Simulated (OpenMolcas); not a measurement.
# GaH2OF (SMILES [OH][GaH][F]): levels of theory compared

Wanted: a comparison of 6 runs (HF/STO-3G, HF/cc-pVDZ, B2PLYP/cc-pVDZ, BHLYP/cc-pVDZ, PBE/cc-pVDZ, TPSS/cc-pVDZ) of GaH2OF. 

Program for the calculation: OpenMolcas 26.06.

1 further run of the same task is left out (set aside as unsound or not needed).

## Step 1: The molecule

GaH2OF: 5 atoms, total charge 0, spin state singlet. As SMILES, `[OH][GaH][F]`. The shape is that of a PBE0-D4/def2-TZVP optimisation. This is one conformer, not always the lowest.

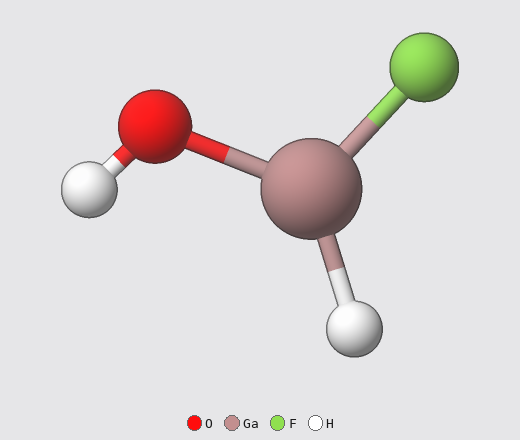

The structure, seen from a chosen angle (oxygen red, gallium pink, fluorine green, hydrogen white).

## Step 2: Energy and gradient at HF/STO-3G (run 1)

Contents of run.inp:

```
* FGaH2O Hartree-Fock
&GATEWAY
BASLIB=$CurrDir
COORD
5
angstrom
O       -1.130400      -0.588700      -0.283800
Ga       0.383700       0.280500       0.015600
F        0.438300       1.777800      -0.881200
H       -1.210600      -1.420700       0.187200
H        1.569000      -0.122600       0.920900
BASIS=STO-3G
GROUP=NoSym
&SEWARD
&SCF
THRESHOLDS=1e-10 1e-07 1e-07 1e-05
PRORBITALS=1 2
&ALASKA
```

The basis set STO-3G is read from a file made from the Basis Set Exchange's data (not shown).

Command:

```
$ export MOLCAS_MEM=1860
$ pymolcas run.inp > run.log
```

The program printed:

```text
--- Start Module: gateway ---
[...]
--- Stop Module: gateway /rc=_RC_ALL_IS_WELL_ ---
[...]
      Basis functions           30
[...]
--- Start Module: scf ---
[...]
       Convergence after  16 Iterations
[...]
::    Total SCF energy                              -2073.9274296799
[...]
      Total spin, S                                     0.0000000000
[...]
      Total electronic charge=   50.000000
      Total            charge=   -0.000000
[...]
      Dipole Moment (debye):
      Origin of the operator (angstrom)=    0.1610    0.3978   -0.1802
                   X=  6.1994E-01               Y= -1.5550E+00               Z=  1.3059E+00           Total=  2.1231E+00
      Quadrupole Moment (debye*angstrom):
[...]
--- Stop Module: scf /rc=_RC_ALL_IS_WELL_ ---
--- Start Module: alaska ---
[...]
 *              Molecular gradients               *
 **************************************************
  Irreducible representation: a
 ------------------------------------------------------------------------------------------
                              X                       Y                       Z
 ------------------------------------------------------------------------------------------
  O1               -6.91099750703508E-02   -7.47447452395971E-02    8.05321201507514E-03
  GA2               2.23359075839760E-02    1.66221935268318E-02    2.05650947237146E-03
  F3                5.71255628968492E-03    5.29613912238780E-02   -2.96268658657262E-02
  H4               -2.94659346374904E-03    2.38463692213031E-02   -1.63983088105386E-02
  H5                4.40081046604535E-02   -1.86852087323821E-02    3.59154531887631E-02
 ------------------------------------------------------------------------------------------
--- Stop Module: alaska /rc=_RC_ALL_IS_WELL_ ---
[...]
```

Run time: 1.3 s. Hardware: 1 thread of Intel Xeon 6975P-C (Granite Rapids), shared host; peak memory 0.37 GiB.

## Step 3: Energy and forces at HF/cc-pVDZ (run 2)

Contents of calc.input:

```
>>> EXPORT MOLCAS_PRINT=2
&GATEWAY
BasLib
$CurrDir
Coord
5
angstrom
O       -1.130400      -0.588700      -0.283800
Ga       0.383700       0.280500       0.015600
F        0.438300       1.777800      -0.881200
H       -1.210600      -1.420700       0.187200
H        1.569000      -0.122600       0.920900
Basis
cc-pVDZ
Group
NoSym
&SEWARD
&SCF
Thresholds
1e-10 1e-07 1e-07 1e-05
PrOrbitals
1 2
&ALASKA
```

The basis set cc-pVDZ is read from a file made from the Basis Set Exchange's data (not shown).

Command:

```
$ export MOLCAS_MEM=1860
$ pymolcas calc.input > calc.log
```

The program printed:

```text
--- Start Module: gateway ---
[...]
--- Stop Module: gateway /rc=_RC_ALL_IS_WELL_ ---
[...]
      Basis functions           65
[...]
--- Start Module: scf ---
[...]
       Convergence after  14 Iterations
[...]
::    Total SCF energy                              -2098.7529023281
[...]
      Total spin, S                                     0.0000000000
[...]
      Total electronic charge=   50.000000
      Total            charge=   -0.000000
[...]
      Dipole Moment (debye):
      Origin of the operator (angstrom)=    0.1610    0.3978   -0.1802
                   X=  1.1489E+00               Y= -2.8059E+00               Z=  2.3730E+00           Total=  3.8502E+00
      Quadrupole Moment (debye*angstrom):
[...]
--- Stop Module: scf /rc=_RC_ALL_IS_WELL_ ---
[...]
--- Start Module: alaska ---
[...]
 *              Molecular gradients               *
 **************************************************
  Irreducible representation: a
 ------------------------------------------------------------------------------------------
                              X                       Y                       Z
 ------------------------------------------------------------------------------------------
  O1               -1.00270583843809E-03    1.57778775305282E-02   -1.03290980374648E-02
  GA2               9.75261995982635E-04   -2.25400660900910E-03    1.93203938739295E-03
  F3               -1.29979316449624E-03   -2.07823007733410E-03    5.69475373419337E-04
  H4                1.86772807709157E-03   -1.20647308279063E-02    8.50890313566177E-03
  H5               -5.40491070004201E-04    6.19089983785237E-04   -6.81319859082485E-04
 ------------------------------------------------------------------------------------------
--- Stop Module: alaska /rc=_RC_ALL_IS_WELL_ ---
[...]
```

Run time: 3.3 s. Hardware: 1 thread of Intel Xeon 6975P-C (Granite Rapids), shared host; peak memory 0.4 GiB.

Runs 3 to 5 aren't shown in full; the table further down has their settings and results.

## Step 4: Energy and gradient at TPSS/cc-pVDZ (run 6)

Contents of struct.xyz:

```xyz
5

O     -1.130400    -0.588700    -0.283800
Ga     0.383700     0.280500     0.015600
F      0.438300     1.777800    -0.881200
H     -1.210600    -1.420700     0.187200
H      1.569000    -0.122600     0.920900
```

Contents of job.input:

```
>>> EXPORT MOLCAS_PRINT=2

&GATEWAY
  BasLib=$CurrDir
  Coord=struct.xyz
  Basis=cc-pVDZ
  Group=NoSym

&SEWARD
  GridInput
  Grid=UltraFine
  End of Grid

&SCF
  KSDFT=2
  1.0 MGGA_X_TPSS
  1.0 MGGA_C_TPSS
  Thresholds=1e-10 1e-07 1e-07 1e-05
  PrOrbitals=1 2

&ALASKA
```

The basis set cc-pVDZ is read from a file made from the Basis Set Exchange's data (not shown).

Command:

```
$ export MOLCAS_MEM=1860
$ pymolcas job.input > job.log
```

The program printed:

```text
--- Start Module: gateway ---
[...]
--- Stop Module: gateway /rc=_RC_ALL_IS_WELL_ ---
[...]
      Basis functions           65
[...]
--- Start Module: scf ---
[...]
       Convergence after  16 Iterations
[...]
::    Total KS-DFT energy                           -2101.1628908032
[...]
      Total spin, S                                     0.0000000000
[...]
      Total electronic charge=   50.000000
      Total            charge=   -0.000000
[...]
      Dipole Moment (debye):
      Origin of the operator (angstrom)=    0.1610    0.3978   -0.1802
                   X=  6.3533E-01               Y= -2.4369E+00               Z=  1.8604E+00           Total=  3.1310E+00
      Quadrupole Moment (debye*angstrom):
[...]
--- Stop Module: scf /rc=_RC_ALL_IS_WELL_ ---
[...]
--- Start Module: alaska ---
[...]
 *              Molecular gradients               *
 **************************************************
  Irreducible representation: a
 ------------------------------------------------------------------------------------------
                              X                       Y                       Z
 ------------------------------------------------------------------------------------------
  O1                1.22436514823505E-02   -7.76101457526401E-03    1.15806396491909E-02
  GA2              -9.93320103411222E-03    6.15788968028497E-03   -9.31067846983602E-03
  F3               -3.89687979036601E-04   -1.30509818196245E-02    7.86648966275472E-03
  H4                4.79366261340930E-04    1.42040394512195E-02   -8.53094561259526E-03
  H5               -2.40012873052109E-03    4.50067263371601E-04   -1.60550522950675E-03
 ------------------------------------------------------------------------------------------
--- Stop Module: alaska /rc=_RC_ALL_IS_WELL_ ---
[...]
```

Run time: 16 s. Hardware: 1 thread of Intel Xeon 6975P-C (Granite Rapids), shared host; peak memory 0.4 GiB.

## Step 5: Overview of the runs

```tsv
run	level	task	frozen core orbitals	energy (Eh)	dipole moment (D)	HOMO energy (eV)	LUMO energy (eV)	wall time
1	HF/STO-3G	gradient	–	-2073.927430	2.12	-7.79	5.84	1.3 s
2	HF/cc-pVDZ	gradient	–	-2098.752902	3.85	-13.07	1.87	3.3 s
3	B2PLYP/cc-pVDZ	energy	11	-2100.612965	3.59	-10.64	0.17	8.1 s
4	BHLYP/cc-pVDZ	gradient	–	-2101.056021	3.60	-10.68	-0.11	9.3 s
5	PBE/cc-pVDZ	gradient	–	-2100.684398	3.14	-7.37	-1.53	11 s
6	TPSS/cc-pVDZ	gradient	–	-2101.162891	3.13	-7.49	-1.38	16 s
```

## Step 6: Outcome

```
                       quantity           value
            run 6: total energy  -2101.16289 Eh
           run 6: dipole moment          3.13 D
             run 6: HOMO energy        -7.49 eV
             run 6: LUMO energy        -1.38 eV
           run 6: HOMO–LUMO gap         6.11 eV
run 6: largest force on an atom      0.954 eV/Å
```

**Reading.** The dipole moment (its size) runs from 2.12 D (HF/STO-3G) to 3.85 D (HF/cc-pVDZ). The HOMO–LUMO gap runs from 5.84 eV (PBE/cc-pVDZ) to 14.94 eV (HF/cc-pVDZ). Exact exchange widens orbital gaps. For B2PLYP the log adds the whole second-order term; the table takes 0.27 of it, as the functional is defined. Totals of different functionals can't be ranked against each other. In run 1 the basis is minimal, so the values are rough. All runs together took 49 s, the longest 16 s.
